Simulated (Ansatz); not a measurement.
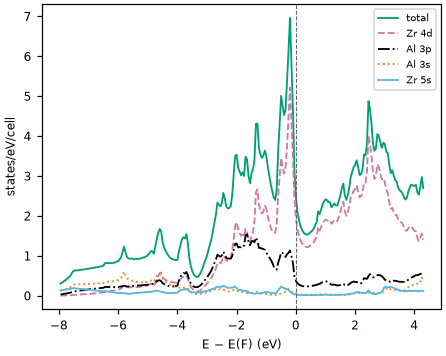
Figure: Total and projected density of states of ZrAl in space group Cmcm (No. 63; Zr on 4c, Al on 4c), DFT-LDA in the program Ansatz with PAW potentials

Q: Which orbitals carry the states next to the Fermi level?

A: Within 0.5 eV of the Fermi level: Zr 4d 74 %, Al 3p 18 %. Projections are on Löwdin-orthogonalised atomic valence shells; empty p or d shells of many metals are not among them.

The workflow started from a Materials Project entry (that database holds measured and hypothetical structures alike); the Crystallography Open Database copy checked does not list it. Whether it is the stable phase at ambient conditions was not checked. Symmetry was held in the LDA relaxation; whether a distortion lowers the energy is not shown. The run is not spin-polarised. Scalar-relativistic: spin–orbit coupling is off unless named, which matters more the heavier the elements.

Potentials: the later of the program's two PAW sets.
